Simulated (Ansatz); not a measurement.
**BH2Br (SMILES BBr): the vertical energy of the triplet above the singlet, rung by rung**

BH2Br has 4 atoms, charge 0, and is taken as a singlet. As SMILES, `BBr`. The coordinates come from a PBE0-D4/def2-TZVP relaxation.

Each level gives the vertical energy of the triplet above the singlet (eV). The values are calculated.

```csv
level,kind,program,value (eV),less FCI/STO-3G,CPU time (all runs)
SVWN5/STO-3G,LDA,Ansatz,4.82,-0.58,1.5 s
r2SCAN/STO-3G,meta-GGA,Ansatz,4.77,-0.63,7.1 s
BHLYP/STO-3G,global hybrid,Ansatz,5.22,-0.18,2.9 s
CAM-B3LYP/STO-3G,range-separated hybrid,Ansatz,5.09,-0.31,3.2 s
HSE06/STO-3G,range-separated hybrid,Ansatz,4.98,-0.42,3.4 s
wB97M-V/STO-3G,range-separated hybrid,Ansatz,5.36,-0.04,35 s
B2PLYP/STO-3G,double hybrid,Ansatz,5.26,-0.14,3.6 s
CCSD/STO-3G,coupled cluster or CI,Ansatz,5.38,-0.02,0.69 s
FCI/STO-3G,exact in the basis,Ansatz,5.40,0.00,13 s
```

FCI/STO-3G is exact within its basis and frozen core, so for wave-function methods in that basis the difference is their error; functionals converge differently with the basis, so for them it is only a difference. All-electron rows without a relativistic Hamiltonian named are non-relativistic. Spin-orbit coupling, which can split open shells on such heavy atoms by tenths of an eV, is left out. The values span 4.77 to 5.40 eV. A triplet this far above the singlet is often a Rydberg-like or dissociative state; sets without diffuse functions put Rydberg states too high. All rows use very small basis sets, so none should be taken for the real molecule's value. In the correlated wave-function rows the outer d shell of Br is correlated, in sets not made for it. In so small a basis fixed costs decide the times, and correlated methods can beat functionals. CPU times are rough (shared hosts, several kinds of processor and program).

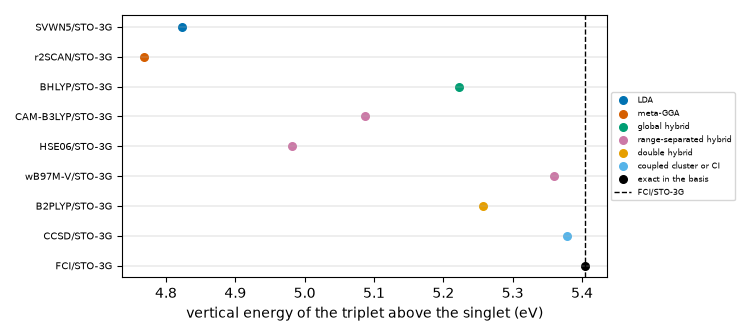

The values of the table, level by level.
